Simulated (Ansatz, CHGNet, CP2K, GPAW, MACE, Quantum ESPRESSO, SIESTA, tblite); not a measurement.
## Generalised stacking fault on (112) of a Nb-Li solid solution (54 atoms): runs against a plane-wave reference

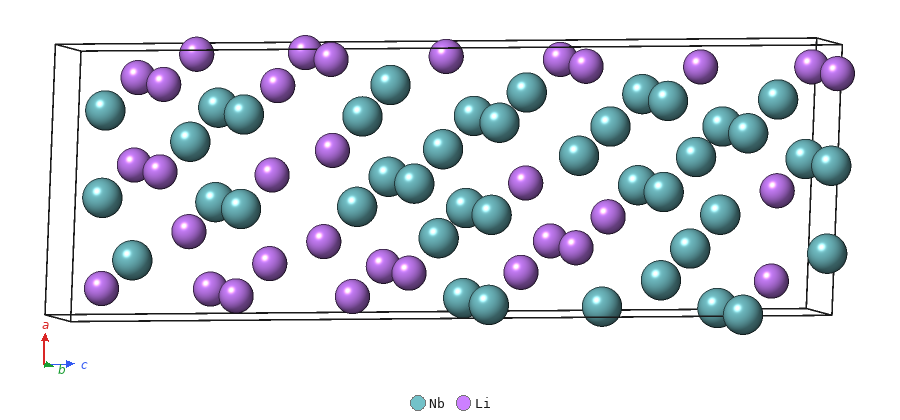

The cell (niobium teal, lithium purple). Some periodic images of atoms are drawn too.

The cell holds 54 atoms: 30 Nb and 24 Li. Cell: a = 8.820 Å, b = 4.801 Å, c = 25.166 Å, α = 90.0°, β = 87.8°, γ = 90.0°. Bcc Nb lattice (a = 3.3949 Å, the value set for the mixture), cell with z along [112], 3 x 1 x 3 periods; the third cell vector is tilted by 0.333 of 1/2<111> (its sense, twinning or antitwinning, isn't checked) and lengthened by 0.2 Å, so the cell holds one fault; displaced by a Gaussian of 0.01 Å; 24 of 54 Nb sites given to Li at random (lattice constant by Vegard's rule between Nb and Li). Then every atom was moved at random, 0.05 Å r.m.s. a Cartesian component.

Geometry: as built.

The reference, a calculation:

| Item | Value |
| --- | --- |
| method | Kohn-Sham DFT, PBE, PAW, plane waves (Ansatz 0.2.0); cutoff 420 eV, Γ point, fermi-dirac smearing of 0.05 eV; PAW set soft_2 |
| r.m.s. force component | 0.8348 eV/Å |
| longest force | 3.321 eV/Å |
| pressure | -12.14 GPa |
| SCF cycles | 10 |
| time | 12 s on 4 threads of Arm Neoverse V1, shared host |
| CPU time | 44 s |

Runs, in no order:
A. QE PBE, sssp-1.3.0-efficiency, 20/160 Ry: Kohn-Sham DFT, PBE, SSSP efficiency 1.3.0 pseudopotentials, plane waves
B. MACE MPA-0 medium potential: machine-learned interatomic potential MACE MPA-0 medium, trained on PBE(+U) plane-wave data
C. CP2K PBE, DZVP-MOLOPT-SR, 280/50 Ry, diagonalisation: Kohn-Sham DFT, PBE, GTH-PBE pseudopotentials, Gaussian and plane waves, DZVP-MOLOPT-SR-GTH, diagonalisation
D. CP2K PBE, SZV-MOLOPT-SR, 800/50 Ry, diagonalisation: Kohn-Sham DFT, PBE, GTH-PBE pseudopotentials, Gaussian and plane waves, SZV-MOLOPT-SR-GTH, diagonalisation
E. CP2K PBE, TZVP-UZH, 800/50 Ry, diagonalisation: Kohn-Sham DFT, PBE, GTH-PBE pseudopotentials, Gaussian and plane waves, TZVP-MOLOPT (UZH set), diagonalisation

**Question.** Rank the runs by how far their forces lie from the reference's, least first.

E, C, A, D, B.

```
                                                    run  Δ force, r.m.s. (meV/Å)  share of r.m.s. force (%)  CPU time
      E. CP2K PBE, TZVP-UZH, 800/50 Ry, diagonalisation                     28.4                       3.40    22 min
C. CP2K PBE, DZVP-MOLOPT-SR, 280/50 Ry, diagonalisation                     54.0                       6.47    24 min
            A. QE PBE, sssp-1.3.0-efficiency, 20/160 Ry                      148                       17.7   8.9 min
 D. CP2K PBE, SZV-MOLOPT-SR, 800/50 Ry, diagonalisation                      501                       60.1    13 min
                         B. MACE MPA-0 medium potential                      737                       88.3     7.6 s
```

Machine-learned potentials mimic data converged in k, so the reference's own k-point error enters their differences. The electronic-structure runs sample only Γ, in a cell whose shortest periodic width is 5 Å, which is coarse for a cell with partly filled levels.

[Logs are printed without paths, hosts, clocks, repeated set-up lines and the standing remarks that a program may print on its own settings, such as how far it seeks lower states.]

[Hosts, paths, dates, database ids (printed as entryN), source tags and the programs' standing remarks are cut or masked in the printed files.]
